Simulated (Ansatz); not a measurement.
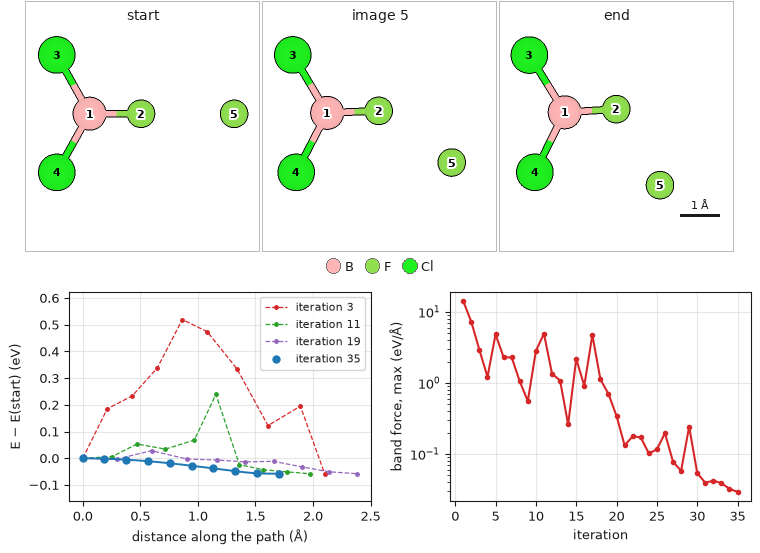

A nudged-elastic-band calculation for BCl2F2 (multiplicity 2), made up at the start of BCl$_{2}$F and F. Images are numbered from 0 (start) to 9 (end). The plot follows the band through its iterations. A ball-and-stick model, seen face on.

The calculation used UKS r2SCAN/cc-pVDZ (Ansatz 0.2.0). Set-up: 8 movable images; no climbing image; force threshold 0.03 eV/Å; iteration limit 36; starting path through a guess of the saddle point.

**Judge this run.**

The run is converged, with reservations. The band converged in 35 iterations. The largest component of the band force went from 14 to 0.029 eV/Å. The first iteration put the highest image at 3.062 eV. No barrier shows: the energy is highest at the start, and the end lies 0.058 eV below the start.

Limits of the set-up: the start holds two separate molecules, 2.4 Å apart at their closest, whose relative position is a soft coordinate and is computed without a dispersion correction.
